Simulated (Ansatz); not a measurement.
# H5NO3Si: molecular dynamics

Purpose: to follow the molecule's vibrations and see whether its bonds hold. The start is relaxed first. Runs: 500 steps of 0.5 fs under a Langevin thermostat at 200 K. SMILES of the start: N[Si](O)(O)O.

Program: Ansatz 0.2.0. Level of theory: RKS PBE0-D4/def2-SVP. These are calculated values, not measurements.

### 1 The system as given

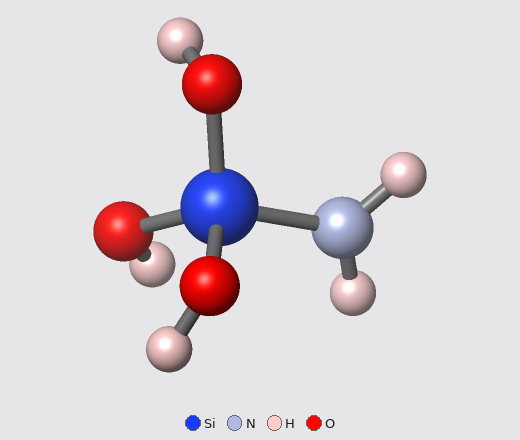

The starting structure, seen from a chosen angle (silicon blue, nitrogen light blue, hydrogen pink, oxygen red).

Structure file:

```xyz
10

Si    0.0000    0.0000    0.0000
N     0.0000    0.0000    1.8200
H    -0.8770   -0.2713    2.3500
H     0.8770    0.2713    2.3500
O     1.5842    0.0000   -0.5594
H     1.9006   -0.9521   -0.6761
O    -0.7913    1.3709   -0.5594
H    -1.7491    1.1401   -0.7818
O    -0.7913   -1.3709   -0.5594
H    -1.2459   -1.8365    0.2129
```

### 2 Relaxing the start

Input file input.yaml:

```yaml
crystal:
  periodic: [false, false, false]
  atoms:
    - { symbol: Si, position_ang: [0.0, 0.0, 0.0] }
    - { symbol: "N", position_ang: [0.0, 0.0, 1.82] }
    - { symbol: H, position_ang: [-0.877, -0.2713, 2.35] }
    - { symbol: H, position_ang: [0.877, 0.2713, 2.35] }
    - { symbol: O, position_ang: [1.5842, 0.0, -0.5594] }
    - { symbol: H, position_ang: [1.9006, -0.9521, -0.6761] }
    - { symbol: O, position_ang: [-0.7913, 1.3709, -0.5594] }
    - { symbol: H, position_ang: [-1.7491, 1.1401, -0.7818] }
    - { symbol: O, position_ang: [-0.7913, -1.3709, -0.5594] }
    - { symbol: H, position_ang: [-1.2459, -1.8365, 0.2129] }
basis:
  gaussian: { orbitals: def2-SVP }
hamiltonian:
  xc: pbe0
  dispersion: d4
relax:
  f_tol: 0.02
  max_steps: 40
```

On the command line:

```console
$ ansatz run input.yaml --threads 2 --pin off --max-ram 3072MiB --backend cpu --events-out ev --progress --plain --runs-dir out
```

Standard output, shortened:

```text
Warning: RAYON_NUM_THREADS=2 ignored (pool sized by the plan → 2); use --threads N
[...]
Functional definition: PBE0
[...]
1020 factors; integrals over basis functions are off by at most 3.3e-4 eV
[...]
mean field -15574.18094033 eV, -572.3405929983 hartree, gradient 2.7e-5 eV, S^2 0.000000; 0 other end points of the search recorded, 0 dependent functions left out
[...]
reference -15574.18096415 eV, -572.3405938733 hartree; 25, 25 occupied and 74, 74 virtual orbitals, 1020 factors
relax step   1: F+E_penalty+E_count = -15574.34644574 eV  Δ(F+E_penalty+E_count) = +0.000e0 eV  max|allowed force component| = 2.062e0 eV/Å  Δτ_max = 0.0000 Å  (26 SCF iters, accepted)
[...]
relax step   6: F+E_penalty+E_count = -15575.04755719 eV  Δ(F+E_penalty+E_count) = -4.295e-2 eV  max|allowed force component| = 2.785e-1 eV/Å  Δτ_max = 0.2000 Å  (29 SCF iters, accepted)
[...]
relax step  11: F+E_penalty+E_count = -15575.07918015 eV  Δ(F+E_penalty+E_count) = -9.895e-3 eV  max|allowed force component| = 1.864e-1 eV/Å  Δτ_max = 0.0410 Å  (24 SCF iters, accepted)
[...]
relax step  16: F+E_penalty+E_count = -15575.08426197 eV  Δ(F+E_penalty+E_count) = -1.874e-3 eV  max|allowed force component| = 7.694e-2 eV/Å  Δτ_max = 0.0563 Å  (27 SCF iters, accepted)
[...]
relax step  21: F+E_penalty+E_count = -15575.08930508 eV  Δ(F+E_penalty+E_count) = +2.187e-4 eV  max|allowed force component| = 2.835e-1 eV/Å  Δτ_max = 0.0503 Å  (24 SCF iters, rejected (line search))
relax step  22: F+E_penalty+E_count = -15575.08970621 eV  Δ(F+E_penalty+E_count) = -1.824e-4 eV  max|allowed force component| = 2.593e-2 eV/Å  Δτ_max = 0.0251 Å  (23 SCF iters, accepted)
```

### 3 More of the same log: start relaxed

The log, continued, shortened:

```text
relax step  23: F+E_penalty+E_count = -15575.09002256 eV  Δ(F+E_penalty+E_count) = -3.164e-4 eV  max|allowed force component| = 2.064e-1 eV/Å  Δτ_max = 0.0419 Å  (23 SCF iters, accepted)
[...]
relax step  26: F+E_penalty+E_count = -15575.09423556 eV  Δ(F+E_penalty+E_count) = -1.342e-3 eV  max|allowed force component| = 4.500e-2 eV/Å  Δτ_max = 0.0256 Å  (24 SCF iters, accepted)
[...]
relax step  29: F+E_penalty+E_count = -15575.09578108 eV  Δ(F+E_penalty+E_count) = +5.531e-3 eV  max|allowed force component| = 9.194e-1 eV/Å  Δτ_max = 0.0980 Å  (28 SCF iters, rejected (line search))
[...]
relax step  32: F+E_penalty+E_count = -15575.10935583 eV  Δ(F+E_penalty+E_count) = -1.359e-3 eV  max|allowed force component| = 6.612e-2 eV/Å  Δτ_max = 0.0750 Å  (25 SCF iters, accepted)
[...]
Atom 0 at    -0.063963    -0.157336     0.177163 Å, force    -0.003542    -0.002584    -0.005315 eV/Å
Atom 1 at    -0.005964    -0.122681     1.882080 Å, force     0.004638     0.002008    -0.002465 eV/Å
Atom 2 at    -0.836760     0.049288     2.433875 Å, force    -0.002365     0.000187     0.001463 eV/Å
Atom 3 at     0.827703     0.229720     2.336747 Å, force    -0.002792    -0.002211    -0.000214 eV/Å
Atom 4 at     1.504524    -0.437213    -0.262661 Å, force    -0.002354     0.000093     0.001831 eV/Å
Atom 5 at     1.736166    -0.073542    -1.122029 Å, force    -0.001965    -0.000285     0.000081 eV/Å
Atom 6 at    -0.571199     1.203386    -0.624982 Å, force     0.003120    -0.001180     0.000610 eV/Å
Atom 7 at    -1.416117     1.100776    -1.072539 Å, force    -0.000748    -0.000161     0.001538 eV/Å
Atom 8 at    -1.161498    -1.302790    -0.311915 Å, force     0.004153     0.003355     0.001666 eV/Å
Atom 9 at    -1.105692    -2.138107     0.161062 Å, force     0.001855     0.000777     0.000805 eV/Å
Dipole moment:    -0.186389    -0.030811     0.126335 e Å
```

It took 80 s on 2 threads of Arm Neoverse V1, shared host; peak memory 0.2 GiB.

Relaxation path, one in 2:

```
step  energy from step 1 (eV)  largest force component (eV/Å)
   1                   0.0000                          2.0616
   3                  -0.5907                          0.4119
   5                  -0.6582                          0.2524
   7                  -0.7098                          0.7224
   9                  -0.7228                          0.4117
  11                  -0.7327                          0.1864
  13                  -0.7341                          0.0818
  15                  -0.7359                          0.1588
  17                  -0.7414                          0.0683
 19x                  -0.6978                          1.4769
 21x                  -0.7429                          0.2835
  23                  -0.7436                          0.2064
  25                  -0.7464                          0.0350
 27x                  -0.6758                          2.2380
 29x                  -0.7493                          0.9194
  31                  -0.7616                          0.0812
 33x                  -0.7626                          0.1019
  34                  -0.7637                          0.0053
```

Step 1 is the start. 8 steps were tried and not accepted (marked x).

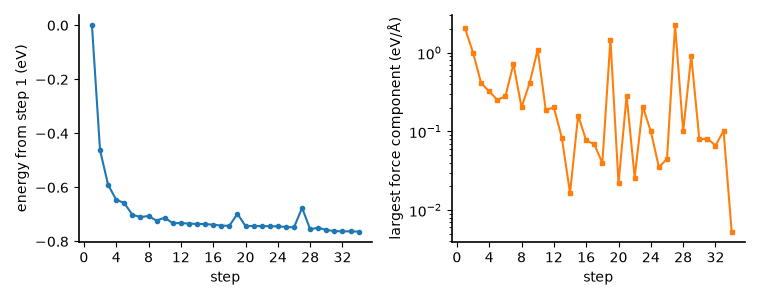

Energy and largest force along the relaxation.

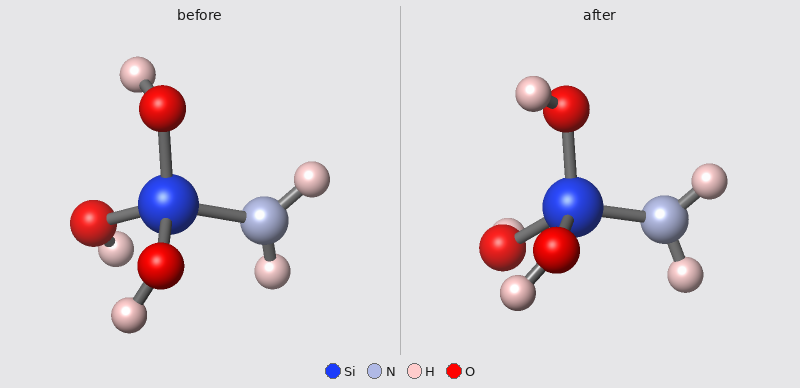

The structure before (left) and after (right), drawn at the same scale.

After: Bond lengths: Si1–N2 1.706 Å, N2–H3 1.012 Å, N2–H4 1.013 Å, Si1–O5 1.653 Å, O5–H6 0.961 Å, Si1–O7 1.659 Å, O7–H8 0.962 Å, Si1–O9 1.660 Å, O9–H10 0.962 Å. Angles: Si1–N2–H3 121.4°, Si1–N2–H4 118.9°, H3–N2–H4 111.8°, N2–Si1–O5 103.7°, N2–Si1–O7 118.5°, N2–Si1–O9 109.3°, O5–Si1–O7 107.5°, O5–Si1–O9 115.6°, O7–Si1–O9 102.8°, Si1–O5–H6 113.7°, Si1–O7–H8 114.0°, Si1–O9–H10 114.6°.

### 4 The run

500 steps of 0.5 fs under a Langevin thermostat at 200 K, from the relaxed start.

Input file input.yaml:

```yaml
crystal:
  periodic: [false, false, false]
  atoms:
    - { symbol: Si, position_ang: [-0.063963, -0.157336, 0.177163] }
    - { symbol: "N", position_ang: [-0.005964, -0.122681, 1.88208] }
    - { symbol: H, position_ang: [-0.83676, 0.049288, 2.433875] }
    - { symbol: H, position_ang: [0.827703, 0.22972, 2.336747] }
    - { symbol: O, position_ang: [1.504524, -0.437213, -0.262661] }
    - { symbol: H, position_ang: [1.736166, -0.073542, -1.122029] }
    - { symbol: O, position_ang: [-0.571199, 1.203386, -0.624982] }
    - { symbol: H, position_ang: [-1.416117, 1.100776, -1.072539] }
    - { symbol: O, position_ang: [-1.161498, -1.30279, -0.311915] }
    - { symbol: H, position_ang: [-1.105692, -2.138107, 0.161062] }
basis:
  gaussian: { orbitals: def2-SVP }
hamiltonian:
  xc: pbe0
  dispersion: d4
md:
  timestep: 0.5
  n_steps: 500
  ensemble: nvt_langevin
  temperature: 200.0
  initial_velocities: maxwell_boltzmann
  seed: 265897
  friction: 0.01
```

On the command line:

```console
$ ansatz run input.yaml --threads 2 --pin off --max-ram 3072MiB --backend cpu --events-out ev --progress --plain --runs-dir out
```

Standard output, shortened:

```text
Warning: RAYON_NUM_THREADS=2 ignored (pool sized by the plan → 2); use --threads N
[...]
[... 1 set-up line as earlier in the session ...]
[...]
1019 factors; integrals over basis functions are off by at most 3.6e-4 eV
[...]
mean field -15574.94227965 eV, -572.3685717022 hartree, gradient 3.0e-5 eV, S^2 0.000000; 0 other end points of the search recorded, 0 dependent functions left out
[...]
reference -15574.94230265 eV, -572.3685725474 hartree; 25, 25 occupied and 74, 74 virtual orbitals, 1019 factors
md step     0: t =     0.00 fs  T =   180.0 K  F+E_penalty+E_count = -15575.11016683 eV  E_kin = 0.232668 eV  (25 SCF iters)
[...]
md step    25: t =    12.50 fs  T =   118.1 K  F+E_penalty+E_count = -15574.99361957 eV  E_kin = 0.152680 eV  (26 SCF iters)
[...]
md step    50: t =    25.00 fs  T =    78.6 K  F+E_penalty+E_count = -15574.93392179 eV  E_kin = 0.101632 eV  (25 SCF iters)
[...]
md step    75: t =    37.50 fs  T =   175.6 K  F+E_penalty+E_count = -15574.97971603 eV  E_kin = 0.226988 eV  (24 SCF iters)
[...]
md step    98: t =    49.00 fs  T =   173.5 K  F+E_penalty+E_count = -15574.97747447 eV  E_kin = 0.224262 eV  (26 SCF iters)
md step    99: t =    49.50 fs  T =   174.0 K  F+E_penalty+E_count = -15574.97042039 eV  E_kin = 0.224972 eV  (25 SCF iters)
```

### 5 The log goes on: dynamics from the start

Output, continued, shortened:

```text
md step   100: t =    50.00 fs  T =   180.3 K  F+E_penalty+E_count = -15574.96920689 eV  E_kin = 0.233053 eV  (25 SCF iters)
[...]
md step   132: t =    66.00 fs  T =   151.6 K  F+E_penalty+E_count = -15574.96516498 eV  E_kin = 0.195902 eV  (25 SCF iters)
[...]
md step   164: t =    82.00 fs  T =   107.6 K  F+E_penalty+E_count = -15574.85148359 eV  E_kin = 0.139041 eV  (25 SCF iters)
[...]
md step   196: t =    98.00 fs  T =   138.8 K  F+E_penalty+E_count = -15574.90500750 eV  E_kin = 0.179414 eV  (25 SCF iters)
[...]
md step   228: t =   114.00 fs  T =   182.1 K  F+E_penalty+E_count = -15574.96026138 eV  E_kin = 0.235333 eV  (25 SCF iters)
md step   229: t =   114.50 fs  T =   185.9 K  F+E_penalty+E_count = -15574.94939900 eV  E_kin = 0.240267 eV  (26 SCF iters)
```

### 6 More of the same log: dynamics from the start

The log, continued, shortened:

```text
md step   230: t =   115.00 fs  T =   180.9 K  F+E_penalty+E_count = -15574.94600403 eV  E_kin = 0.233794 eV  (27 SCF iters)
[...]
md step   256: t =   128.00 fs  T =   198.2 K  F+E_penalty+E_count = -15574.96046289 eV  E_kin = 0.256159 eV  (25 SCF iters)
[...]
md step   282: t =   141.00 fs  T =   163.3 K  F+E_penalty+E_count = -15574.89666108 eV  E_kin = 0.211112 eV  (25 SCF iters)
[...]
md step   308: t =   154.00 fs  T =   166.2 K  F+E_penalty+E_count = -15574.90312816 eV  E_kin = 0.214785 eV  (26 SCF iters)
[...]
md step   499: t =   249.50 fs  T =   199.9 K  F+E_penalty+E_count = -15574.92337619 eV  E_kin = 0.258327 eV  (24 SCF iters)
[...]
md step   500: t =   250.00 fs  T =   190.5 K  F+E_penalty+E_count = -15574.90711772 eV  E_kin = 0.246252 eV  (27 SCF iters)
Total energy: -15574.90714091 eV, -572.3672803774 hartree
Atom 0 at     0.231034     0.080807    -0.089881 Å, force    -0.656922     0.608017    -0.652153 eV/Å
Atom 1 at     0.230118     0.278975     1.599102 Å, force    -0.648624     0.144179     0.663761 eV/Å
Atom 2 at    -0.549503     0.808615     2.047192 Å, force     1.140034    -0.686047    -0.474199 eV/Å
Atom 3 at     0.940283    -0.084446     2.246635 Å, force    -0.590973     0.273243    -0.524183 eV/Å
Atom 4 at     1.722134    -0.509055    -0.467280 Å, force     0.227992     0.226630     0.851306 eV/Å
Atom 5 at     1.923995    -0.831240    -1.335927 Å, force    -0.059936    -0.155299    -0.582710 eV/Å
Atom 6 at    -0.226678     1.545937    -0.737483 Å, force     1.049181     0.023520     1.481950 eV/Å
Atom 7 at    -0.611323     1.457606    -1.586811 Å, force    -0.698775    -0.112918    -1.310625 eV/Å
Atom 8 at    -0.908085    -0.876231    -0.888497 Å, force     0.467534    -0.594942     0.837328 eV/Å
Atom 9 at    -0.821812    -1.799065    -0.597548 Å, force    -0.229512     0.273616    -0.290475 eV/Å
Dipole moment:     0.015039    -0.422756     0.020410 e Å
```

It took 18 min on 2 threads of Arm Neoverse V1, shared host; peak memory 0.2 GiB.

### 7 Frames and traces

The trajectory, every 36 steps (energies from step 0):

```
time (fs)  T (K)  potential energy change (meV/atom)
      0.0    180                                 0.0
     18.0     87                                17.0
     36.0    188                                11.7
     54.0    152                                15.4
     72.0    159                                18.2
     90.0    115                                25.7
    108.0    210                                13.4
    126.0    240                                11.0
    144.0    210                                15.8
    162.0    211                                15.1
    180.0    154                                18.8
    198.0    130                                20.0
    216.0    185                                17.5
    234.0    176                                20.9
    250.0    191                                20.3
```

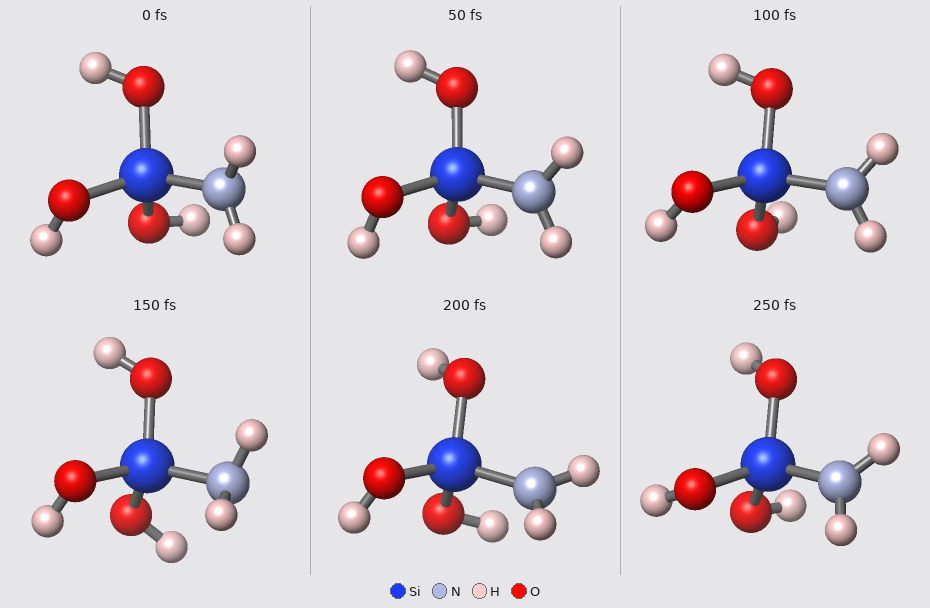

The system at six times, viewed from a chosen angle. Sticks join atoms within a bonding distance in each frame.

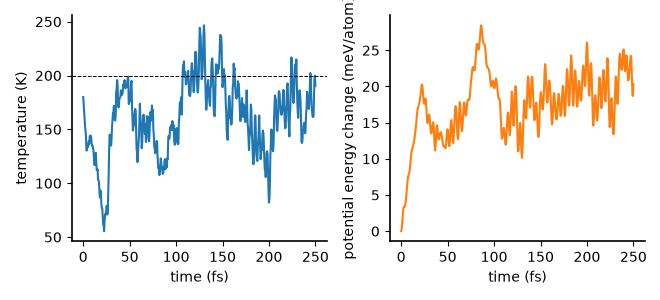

Traces against time; each panel has its own scale. The dashed line is the set temperature.

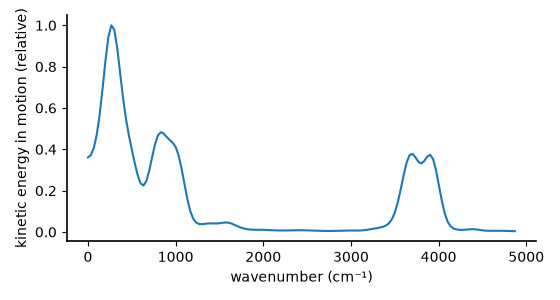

Power spectrum of the mass-weighted velocities; a run of 250 fs resolves no finer than about 270 cm⁻¹.

Maxima of the velocity power spectrum (cm⁻¹, relative height; resolution about 270 cm⁻¹): 270 (100), 830 (48), 3700 (38), 3900 (37).

### 8 Positions and forces

Positions (Å) and forces (eV/Å):

```xyz
10
time_fs=31.0 T=152 dE=0.1515
Si   -0.045   -0.190    0.168    0.402    0.327    0.203
N    -0.031   -0.123    1.877    0.589    0.689    1.086
H    -0.909    0.073    2.362    0.136   -0.182   -0.278
H     0.681    0.516    2.300   -0.647   -0.909   -0.592
O     1.532   -0.521   -0.257   -0.382    0.283   -0.158
H     1.882   -0.061   -1.033   -0.272   -0.170    0.252
O    -0.519    1.251   -0.490    0.675    0.210   -0.193
H    -1.390    1.271   -0.869   -0.477   -0.058   -0.271
O    -1.188   -1.233   -0.390   -0.373   -1.018    0.202
H    -1.333   -2.119   -0.007    0.349    0.829   -0.251
10
time_fs=62.5 T=150 dE=0.1685
Si   -0.017   -0.095    0.199    0.351   -0.229   -0.182
N     0.003   -0.140    1.900   -2.333    0.824   -1.278
H    -0.887   -0.254    2.380    0.351    0.042    0.051
H     0.767   -0.471    2.390    1.931   -0.766    1.290
O     1.513   -0.565   -0.266   -0.269    0.560   -0.410
H     1.664   -0.215   -1.161    0.188   -0.235    0.409
O    -0.396    1.339   -0.521    0.776    0.257    0.436
H    -1.245    1.436   -0.934   -0.542   -0.101   -0.252
O    -1.163   -1.098   -0.445   -0.362   -0.185   -0.085
H    -1.028   -2.021   -0.220   -0.090   -0.167    0.020
10
time_fs=94.0 T=151 dE=0.2244
Si    0.021   -0.026    0.166    0.009    0.630   -0.497
N     0.059   -0.149    1.839    1.418   -0.385    1.113
H    -0.765   -0.316    2.386   -0.373   -0.027    0.202
H     0.874   -0.682    2.204   -0.843    0.717   -0.248
O     1.533   -0.552   -0.240    0.376    0.140   -1.046
H     1.838   -0.278   -1.127   -0.191   -0.173    0.748
O    -0.275    1.486   -0.514   -0.942   -1.016   -0.330
H    -1.056    1.401   -1.115    0.941    0.242    0.700
O    -1.201   -0.977   -0.411   -0.494    0.656   -0.629
H    -0.984   -1.894   -0.504    0.100   -0.782   -0.013
10
time_fs=125.0 T=229 dE=0.1375
Si    0.073   -0.008    0.133   -0.469    0.566   -0.526
N     0.113   -0.044    1.831   -2.160    0.183   -0.206
H    -0.676    0.225    2.444    0.929   -0.257   -0.634
H     0.964   -0.228    2.289    1.147   -0.237    0.784
O     1.603   -0.488   -0.260   -0.219   -0.368    0.576
H     1.977   -0.339   -1.121    0.001    0.174   -0.481
O    -0.231    1.526   -0.444    0.287   -0.262    0.164
H    -0.899    1.555   -1.128   -0.239    0.008   -0.215
O    -1.179   -0.887   -0.597    0.566   -0.473    1.091
H    -1.381   -1.704   -0.094    0.157    0.666   -0.552
10
time_fs=156.0 T=156 dE=0.2076
Si    0.113    0.070    0.055    0.097   -0.035   -0.849
N     0.056   -0.023    1.796    0.845   -1.331   -1.413
H    -0.252    0.814    2.202   -0.885    1.599    0.792
H     0.999   -0.157    2.156    0.020   -0.298    0.023
O     1.646   -0.407   -0.362   -0.012    0.007    0.161
H     2.036   -0.337   -1.243   -0.498    0.060    0.324
O    -0.150    1.605   -0.561    0.784   -0.532    0.657
H    -1.030    1.707   -0.896   -0.805    0.146   -0.405
O    -1.058   -0.888   -0.700    0.612    0.667    0.616
H    -1.511   -1.426   -0.049   -0.158   -0.281    0.093
10
time_fs=187.5 T=121 dE=0.2222
Si    0.176    0.110   -0.023    0.450    0.505   -0.628
N     0.051    0.044    1.656   -0.159    0.170    0.888
H    -0.421    0.734    2.250    0.491   -0.574   -0.362
H     0.609   -0.661    2.130   -0.137    0.353    0.258
O     1.720   -0.427   -0.375   -0.320    0.138   -0.821
H     1.894   -0.571   -1.330   -0.203    0.116    0.927
O    -0.041    1.659   -0.614   -1.423   -0.071   -0.417
H    -0.934    1.950   -0.945    1.520   -0.740    0.583
O    -0.945   -0.907   -0.700    0.155    0.883   -1.108
H    -1.196   -1.586   -0.096   -0.375   -0.781    0.680
10
time_fs=219.0 T=173 dE=0.1944
Si    0.232    0.090   -0.032    0.315    1.349   -0.832
N     0.134    0.140    1.646    0.354   -0.069   -0.458
H    -0.457    0.778    2.118   -0.624    0.751    0.447
H     0.530   -0.539    2.253    0.485   -0.558    0.483
O     1.722   -0.491   -0.446    0.082    0.442    1.208
H     1.875   -0.887   -1.290   -0.078   -0.278   -0.804
O    -0.112    1.625   -0.679    0.045   -1.240    0.371
H    -0.817    1.515   -1.335    0.214    0.143    0.184
O    -0.898   -0.844   -0.760   -1.069   -1.572   -0.198
H    -1.116   -1.716   -0.365    0.275    1.032   -0.402
10
time_fs=250.0 T=191 dE=0.2030
Si    0.231    0.081   -0.090   -0.657    0.608   -0.652
N     0.230    0.279    1.599   -0.649    0.144    0.664
H    -0.549    0.809    2.047    1.140   -0.686   -0.474
H     0.940   -0.084    2.247   -0.591    0.273   -0.524
O     1.722   -0.509   -0.467    0.228    0.227    0.851
H     1.924   -0.831   -1.336   -0.060   -0.155   -0.583
O    -0.227    1.546   -0.738    1.049    0.024    1.482
H    -0.611    1.458   -1.587   -0.699   -0.113   -1.311
O    -0.908   -0.876   -0.888    0.468   -0.595    0.837
H    -0.822   -1.799   -0.598   -0.230    0.274   -0.290
```

### 9 Results

| quantity | value |
| --- | --- |
| relaxation of the start | 25 moves, 0.764 eV lower |
| length | 500 steps of 0.5 fs |
| temperature, first and last step | 180 and 191 K |
| temperature, second half | mean 171 K, from 82 to 247 K |
| potential energy, second half | +19 meV/atom from the start |
| bonds formed or broken | 0 |

**Reading.** Against a set 200 K the second half averages 171 K with a spread of 30 K; 19 meV/atom has gone into potential energy, and a thermostat that acts over some 100 fs has not made it up in 250 fs. The bonds all hold. Averages from a run of 250 fs with 10 atoms are rough. The nuclei move classically, without zero-point motion, which matters most for hydrogen.
